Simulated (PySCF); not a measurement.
# One shape, several levels: singlet CH5B

We compute a comparison of 4 runs (B3LYP/STO-3G, SVWN5/STO-3G, CCSDTQ/STO-3G, NEVPT2(2,2)/STO-3G) of singlet CH5B. Input form: a Python script.

Program for the calculation: PySCF 2.14.0.

**1. The system as given**

CH5B has 7 atoms, charge 0, and is taken as a singlet. SMILES of the parent species: `[BH2-]C`. The shape is that of a GFN2-xTB optimisation. That shape belongs to the parent species and isn't relaxed for this state.

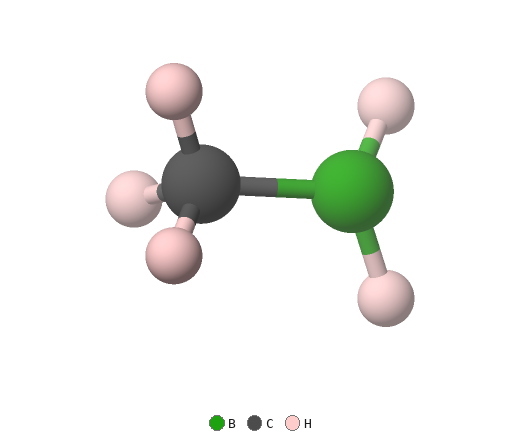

Viewed from a chosen angle; boron green, carbon dark grey, hydrogen pink.

**2. The energy at B3LYP/STO-3G (run 1)**

Contents of calc.py:

```python
from pyscf import gto, dft

mol = gto.M(
    atom='''
B     -0.367620    -0.876680     0.296410
C      0.129860     0.657930    -0.010930
H      0.566410    -1.652080     0.572900
H     -1.111250    -1.340120    -0.587590
H      0.713810     1.090030     0.817870
H      0.779370     0.770230    -0.909000
H     -0.710590     1.350700    -0.179660
''',
    verbose=3,
    charge=0,
    max_memory=1860,
    basis='sto-3g',
)

ks = dft.RKS(mol)
ks.xc = 'b3lyp'
ks.conv_tol = 1e-10
ks.grids.level = 5
ks.kernel()
if not ks.converged:
    ks = ks.newton().run(ks.mo_coeff, ks.mo_occ)

e_final = ks.e_tot
print('Final energy', e_final)
```

On the command line:

```bash
$ OMP_NUM_THREADS=1 python calc.py
```

What it wrote:

```text
converged SCF energy = -65.1246959857407
Final energy -65.12469598574066
```

Run time: 4.8 s. Hardware: 1 thread of AMD EPYC 7R13 (Zen 3), shared host; peak memory 0.18 GiB.

**3. A single-point energy at SVWN5/STO-3G (run 2)**

Contents of input.py:

```python
from pyscf import gto, dft

mol = gto.M(
    atom=[
    ('B', (-0.367620, -0.876680, 0.296410)),
    ('C', (0.129860, 0.657930, -0.010930)),
    ('H', (0.566410, -1.652080, 0.572900)),
    ('H', (-1.111250, -1.340120, -0.587590)),
    ('H', (0.713810, 1.090030, 0.817870)),
    ('H', (0.779370, 0.770230, -0.909000)),
    ('H', (-0.710590, 1.350700, -0.179660)),
],
    spin=0,
    basis='sto-3g',
    max_memory=1860,
    verbose=3,
)

ks = dft.RKS(mol, xc='svwn')
ks.conv_tol = 1e-10
ks.grids.level = 5
ks.kernel()
if not ks.converged:
    ks = ks.newton().run(ks.mo_coeff, ks.mo_occ)

e_tot = ks.e_tot
print('E = %.10f Eh' % e_tot)
```

On the command line:

```bash
$ OMP_NUM_THREADS=1 python input.py
```

What it wrote:

```text
converged SCF energy = -64.4010809065141
E = -64.4010809065 Eh
```

Run time: 3.6 s. Hardware: 1 thread of AMD EPYC 7R13 (Zen 3), shared host; peak memory 0.14 GiB.

Run 3 isn't shown in full; the table further down has it.

**4. A single-point energy at NEVPT2(2,2)/STO-3G (run 4)**

Contents of job.py:

```python
import numpy
from pyscf import gto, scf, mp, mcscf, mrpt

mol = gto.M(
    atom='''
B     -0.367620    -0.876680     0.296410
C      0.129860     0.657930    -0.010930
H      0.566410    -1.652080     0.572900
H     -1.111250    -1.340120    -0.587590
H      0.713810     1.090030     0.817870
H      0.779370     0.770230    -0.909000
H     -0.710590     1.350700    -0.179660
''',
    charge=0,
    verbose=4,
    max_memory=1860,
    basis='sto-3g',
)

myscf = mol.RHF()
myscf.conv_tol = 1e-10
myscf.kernel()
if not myscf.converged:
    myscf = myscf.newton().run(myscf.mo_coeff, myscf.mo_occ)

pt = mp.MP2(scf.addons.convert_to_uhf(myscf)).run()
noons, natorbs = mcscf.addons.make_natural_orbitals(pt)
print('natural occupations', numpy.round(noons[:40], 4))
cas = mcscf.CASSCF(myscf, 2, 2)
cas.fix_spin_(ss=0.0)
cas.natorb = True
cas.kernel(natorbs)
e_pt2 = mrpt.NEVPT(cas).kernel()
e_tot = cas.e_tot + e_pt2
print('Final energy', e_tot)
```

On the command line:

```bash
$ OMP_NUM_THREADS=1 python job.py
```

What it wrote:

```text
PySCF version 2.14.0

[... 59 lines left out ...]
converged SCF energy = -64.6236305316904
[... 57 lines left out ...]
1-step CASSCF converged in   5 macro ( 52 JK  14 micro) steps
[... 12 lines left out ...]
CASSCF energy = -64.6374390068701
[... 24 lines left out ...]
Nevpt2 Energy = -0.082742171026535
Final energy -64.72018117789666
```

It took 1.1 s on 1 thread of AMD EPYC 7R13 (Zen 3), shared host; peak memory 0.12 GiB.

**5. The series**

```tsv
run	level	integration grid	frozen core orbitals	energy (Eh)	dipole moment (D) of the reference	HOMO energy (eV)	LUMO energy (eV)	wall time
1	B3LYP/STO-3G	5	–	-65.124696	0.75	-7.27	0.31	4.8 s
2	SVWN5/STO-3G	5	–	-64.401081	0.72	-5.68	-0.74	3.6 s
3	CCSDTQ/STO-3G	–	2	-64.752394	0.88	-11.02	5.73	50 s
4	NEVPT2(2,2)/STO-3G	–	–	-64.720181	0.88	-11.02	5.73	1.1 s
```

**6. What came out**

| quantity | value |
| --- | --- |
| run 4: total energy | -64.72018 Eh |
| run 4: dipole moment (Hartree–Fock density) | 0.88 D |
| run 4: HOMO energy (Hartree–Fock orbitals) | -11.02 eV |
| run 4: LUMO energy (Hartree–Fock orbitals) | 5.73 eV |
| run 4: HOMO–LUMO gap (Hartree–Fock orbitals) | 16.75 eV |

In words: Totals of different functionals can't be ranked against each other. In runs 1, 2, 3, 4 the basis is minimal, so the values are rough. All runs together took 59 s, the longest 50 s.
